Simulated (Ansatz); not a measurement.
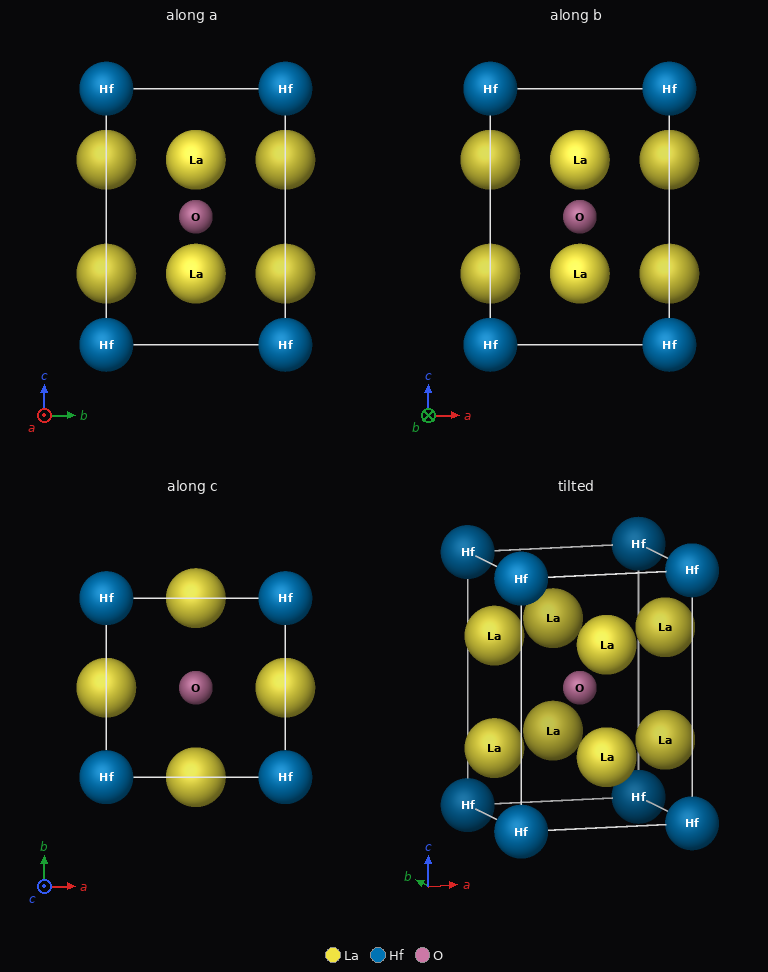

View along the a axis, along the b axis, along the c axis and slightly off an axis, drawn as a spheres-only model. Atoms at the boundary of the conventional unit cell (the box) are drawn once for each face, edge or corner they touch.

Lattice parameters: a = 4.9339 Å, b = 4.9339 Å, c = 7.0583 Å, α = 90.000°, β = 90.000°, γ = 90.000°.

> Give the structure in the form of a CIF in P1 with every atom of the cell, with free fractional coordinates to two decimals.

```cif
data_structure
_symmetry_space_group_name_H-M 'P 1'
_symmetry_Int_Tables_number 1
_cell_length_a 4.9339
_cell_length_b 4.9339
_cell_length_c 7.0583
_cell_angle_alpha 90.000
_cell_angle_beta 90.000
_cell_angle_gamma 90.000
_cell_volume 171.82
loop_
_atom_site_label
_atom_site_type_symbol
_atom_site_fract_x
_atom_site_fract_y
_atom_site_fract_z
_atom_site_occupancy
La1 La 0.50 0.00 0.72 1
La2 La 0.00 0.50 0.28 1
La3 La 0.50 0.00 0.28 1
La4 La 0.00 0.50 0.72 1
Hf1 Hf 0.00 0.00 0.00 1
O1 O 0.50 0.50 0.50 1
```

Provenance: a structure type filled with these elements by a generator (whether the compound takes this form wasn't checked). A relaxation with Ansatz 0.2.0, DFT PBE, scalar-relativistic, plane waves, PAW gave the geometry drawn.
